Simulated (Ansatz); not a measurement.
| atom | x (Å) | y (Å) | z (Å) |
| --- | --- | --- | --- |
| Ga | 2.0767 | -0.1654 | 0.0285 |
| N | -0.1748 | -0.4871 | 0.2525 |
| P | -1.0614 | -0.1684 | 1.5243 |
| H | -0.6389 | -0.8832 | -0.5779 |

Geometry: PBE0-D3(BJ)/pcseg-1.

Level of theory: Ansatz, isolated molecule in a Gaussian basis; Kohn-Sham density functional theory, functional PBE0.

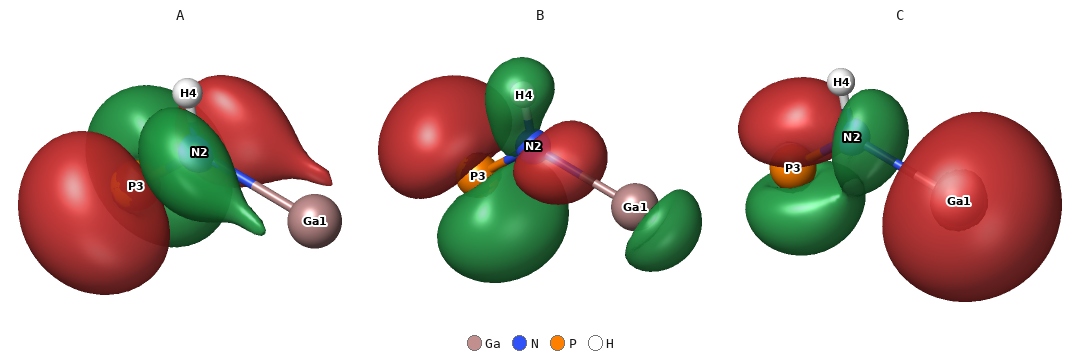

GaHNP (SMILES [P]=[NH+][Ga]) (charge +1, doublet). Three frontier orbitals at ±0.1 Å⁻³ᐟ² (green and red are the two phases), in no order.

Order the three orbitals by energy and name them. All are α orbitals.

Answer. C is the HOMO−1 (α) (−13.68 eV). By Hirshfeld shares it lies mainly on Ga1 (about 65 %), P3 (about 20 %) and N2 (about 15 %); it is symmetric in the molecular plane (an in-plane orbital: σ, lone-pair or in-plane π type). B is the HOMO (α) (−11.44 eV). Its weight (Hirshfeld) is mainly on P3 (about 70 %), N2 (about 15 %) and Ga1 (about 10 %); it is symmetric in the molecular plane (an in-plane orbital: σ, lone-pair or in-plane π type); largely a lone pair of P3. A is the LUMO (α) (−8.12 eV). Its weight (Hirshfeld) is mainly on P3 (about 65 %), N2 (about 20 %) and Ga1 (about 10 %); it changes sign across the molecular plane (π type); π-bonding across Ga1–N2; π-antibonding (a node) across N2–P3.

What is the gap between the highest occupied and lowest empty α orbitals?

Answer. 3.32 eV between the orbital energies.
